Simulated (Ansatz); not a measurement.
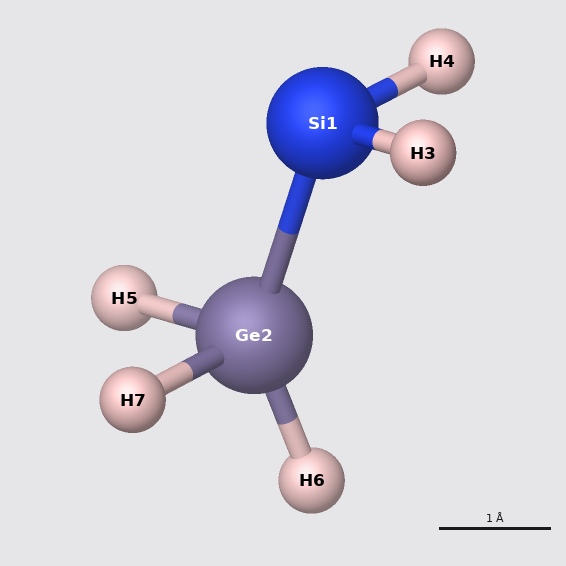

Figure made from data computed with Ansatz.

Numbered structure. Charge −1, singlet. Geometry: atoms displaced at random (about 0.1 Å) from a stationary point of GFN2-xTB.

Which atoms are bonded, and how long are the bonds?

| bond | length (Å) |
| --- | --- |
| Si1–Ge2 | 2.333 |
| Si1–H3 | 1.343 |
| Si1–H4 | 1.516 |
| Ge2–H5 | 1.732 |
| Ge2–H6 | 1.526 |
| Ge2–H7 | 1.661 |
